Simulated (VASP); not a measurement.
Here is the system:

```xyz
2
Lattice="3.1632 0.0000 0.0000 0.0000 3.1632 0.0000 0.0000 0.0000 3.1632" Properties=species:S:1:pos:R:3 pbc="T T T"
La     0.0000     0.0000     0.0000
N      1.5816     1.5816     1.5816
```

All values below come from r2SCAN meta-GGA, VASP's PBE PAW potentials (set 64) (plane waves; VASP). Settings: 520 eV cut-off, 13×13×13 Γ-centred mesh, tetrahedra with Blöchl corrections, potentials La N.

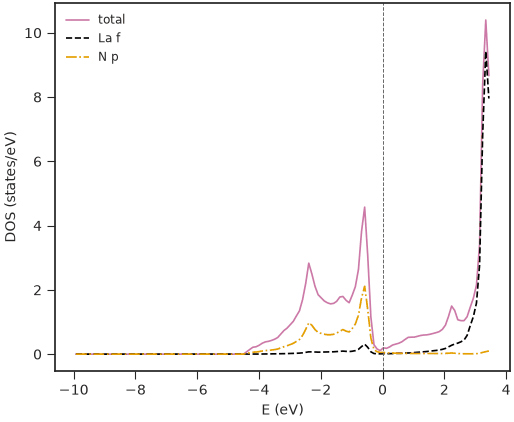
Figure. Total and projected density of states, zero at the Fermi level

Within 2 eV below the Fermi level the largest weight inside VASP's projection spheres is N p, then La d.

It has no gap at this level: it comes out as a metal or semimetal.

The structure was generated: LaN was put into the CsCl type type (Pm-3m), which need not be its known phase. It was relaxed first, which changed the volume by -33 %.
